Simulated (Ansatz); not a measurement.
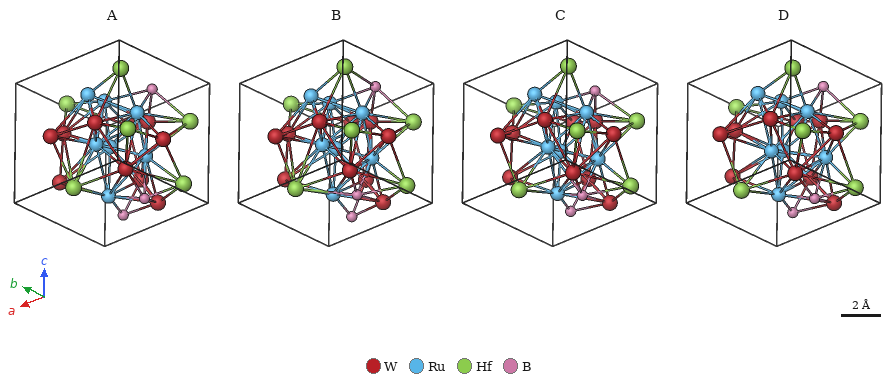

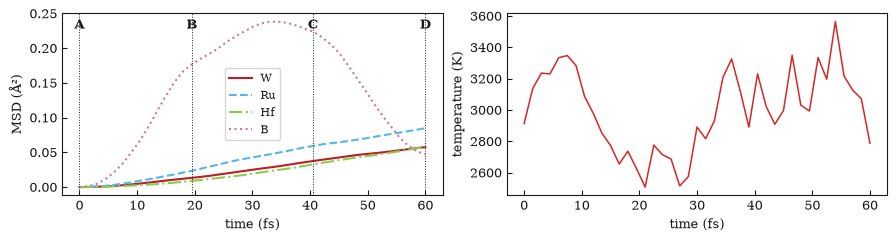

First-principles dynamics of an amorphous cell of composition Hf₆B₃Ru₇W₈ (24 atoms in the cell), 60 fs long. It starts from the last geometry of an earlier run, with fresh velocities. Frames (A at 0 fs, B at 19.5 fs, C at 40 fs, D at 60 fs) and the history of the run. Style: ball-and-stick. Shown: the simulation cell, from a free direction. Bonds to atoms that aren't drawn are left out.

All numbers below come from DFT PBE, scalar-relativistic, plane waves, PAW (Ansatz 0.2.0). Settings: plane-wave cutoff 420 eV; k-point mesh 1 × 1 × 1; Fermi-Dirac smearing 0.262 eV; volume 0.96 times that of the relaxed crystal; set temperature 3040 K; time step 1.5 fs.

Input
```yaml
crystal:
  lattice:
    - [7.375004, -0.153022, -0.057313]
    - [-0.153022, 7.255085, -0.110727]
    - [-0.057313, -0.110727, 6.957742]
  atoms:
    - { symbol: W, position: [0.2885116012, 0.5857310035, 0.1795298635] }
    - { symbol: W, position: [0.8163238784, 0.6789627598, 0.6320499111] }
    - { symbol: W, position: [0.6585047616, 0.9957092215, 0.4357787877] }
    - { symbol: W, position: [0.3384138269, 0.8713565811, 0.47963501] }
    - { symbol: W, position: [0.4668144151, 0.0231966471, 0.1638717926] }
    - { symbol: W, position: [0.4217408835, 0.1958672271, 0.7607619796] }
    - { symbol: W, position: [0.0043876675, 0.4975148884, 0.3558086049] }
    - { symbol: W, position: [0.722918307, 0.0689519448, 0.8836180041] }
    - { symbol: Ru, position: [0.5876933062, 0.4887598575, 0.8877191401] }
    - { symbol: Ru, position: [0.7046222503, 0.2985574405, 0.2046711684] }
    - { symbol: Ru, position: [0.3363444236, 0.3137546092, 0.4017353843] }
    - { symbol: Ru, position: [0.5543073495, 0.6132629847, 0.4700772059] }
    - { symbol: Ru, position: [0.225521945, 0.5373224622, 0.642614202] }
    - { symbol: Ru, position: [0.671328069, 0.3266735961, 0.5945164122] }
    - { symbol: Ru, position: [0.4749152231, 0.801470639, 0.7878675896] }
    - { symbol: Hf, position: [0.0827907291, 0.1784345065, 0.1269689869] }
    - { symbol: Hf, position: [0.0236772259, 0.8657938496, 0.3167511284] }
    - { symbol: Hf, position: [0.1071642633, 0.8583313365, 0.8538016911] }
    - { symbol: Hf, position: [0.6738994403, 0.7198420507, 0.111174464] }
    - { symbol: Hf, position: [0.0170028065, 0.1895787669, 0.6217262773] }
    - { symbol: Hf, position: [0.9398191548, 0.5045066286, 0.9859933389] }
    - { symbol: B, position: [0.221419755, 0.3807303909, 0.8945942743] }
    - { symbol: B, position: [0.801855282, 0.0251548968, 0.1809994566] }
    - { symbol: B, position: [0.3614893452, 0.2917093431, 0.0641455417] }
  symmetry: { detect: false }
basis:
  ecutwfc: 420
  xc_grid: 1
kpoints:
  mp_grid: { grid: [1, 1, 1], shift: [0.25, 0.25, 0.25] }
hamiltonian:
  xc: pbe
scf:
  occupations: { method: fermi_dirac, width: 0.262 }
  lower_state_search: "off"
  convergence: { dr2_threshold: 1.0e-05 }
output:
  forces: true
  stress: true
md:
  timestep: 1.5
  n_steps: 40
  ensemble: nvt_langevin
  friction: 0.03
  temperature: 3040.0
  initial_velocities: maxwell_boltzmann
  seed: 55489
```

Run as
```bash
ansatz run input.yaml --threads 2 --pin off --max-ram 5120MiB --backend cpu --events-out ev --progress --plain --runs-dir out
```

Describe the run.

The mean temperature in the second half is 3096 K (standard deviation 195 K). The potential energy is still drifting at the end, so the run hasn't reached equilibrium. The potential energy in the second half lies on average 31.8 meV per atom below the first frame. The mean pressure there is 16.8 GPa. In the second half of the run the atoms are, in the root-mean-square, this far from where they began (common drift taken out): B 0.41 Å, Ru 0.25 Å, W 0.20 Å, Hf 0.20 Å. The run lasts only 60 fs, too short to tell vibration from diffusion.

Limits of the set-up: the periodic images lie only 7.0 Å apart, so the values are limited by the cell's size.
